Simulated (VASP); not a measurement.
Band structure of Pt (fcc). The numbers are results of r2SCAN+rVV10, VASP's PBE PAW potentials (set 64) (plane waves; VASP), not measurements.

Unless said otherwise, spin-orbit coupling is left out, though it shifts the bands of the heavy elements here.

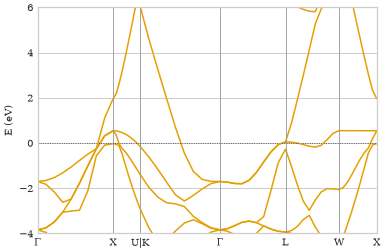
*Bands along high-symmetry lines, zero at the valence-band maximum or, without a gap, the Fermi level*

Q: Read the plot: is there a gap, and where are the band edges?

A: It has no gap at this level: it comes out as a metal or semimetal.

The compound is Pt in the fcc structure. It was relaxed first.
